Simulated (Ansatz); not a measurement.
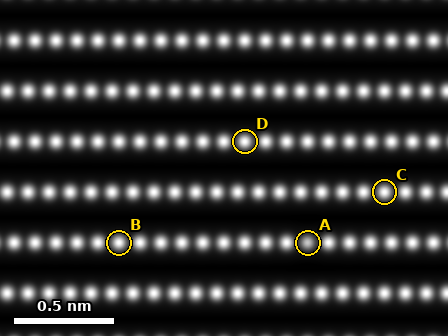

Z-contrast image of Hf (P6_3/mmc, No. 194) along [310]. Simulated incoherent Z contrast: every atom adds Z^1.7 spread by a probe of 0.50 Å full width; channelling and multiple scattering are left out. The probe carries 15 % of its weight in a tail 2.5 times as wide. The display is stretched by a gamma of 0.65; percentages refer to the linear signal.

The sample is 3 repeats (25.4 Å) thick. One point defect was put into the perfect crystal, without relaxing the atoms around it. Brightness is counted from the darkest point of the image. Host structure: the geometry relaxed at fixed volume with Ansatz 0.2.0, DFT r2SCAN, scalar-relativistic, plane waves, PAW.

> Which ringed column holds the defect, and does it scatter more or less than its equals?

A; it scatters less. The column holds 3 atoms (Hf) through the sample, and one Hf atom is missing, so its peak drops to about 65 % of that of its equals.
